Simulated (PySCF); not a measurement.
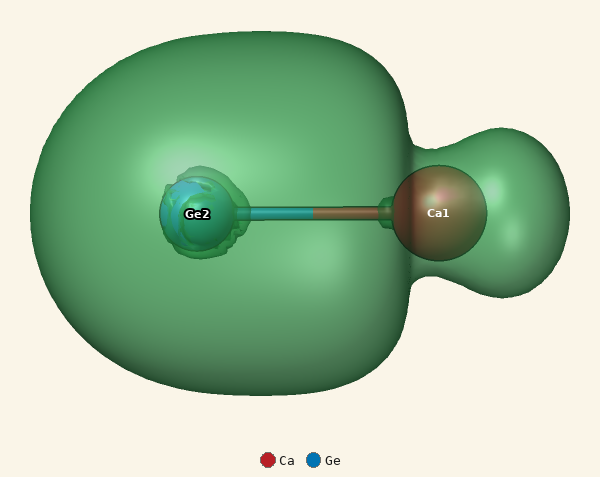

CaGe (charge +1, quartet). Isosurfaces of the spin density (α minus β) at +0.015 (green) and −0.015 e/Å³ (red), seen from one side.

Level of theory: PBE0/pcseg-1, non-relativistic, at a bond length of 2.712 Å in PySCF.

```xyz
2

Ca    0.0000    0.0000   -1.7603
Ge    0.0000    0.0000    0.9517
```

Describe the spin distribution.

Answer. The unpaired spin (3 electrons) lies mostly on Ge2 (about 2.2) and Ca1 (about 0.8), in electrons by Hirshfeld's partition.
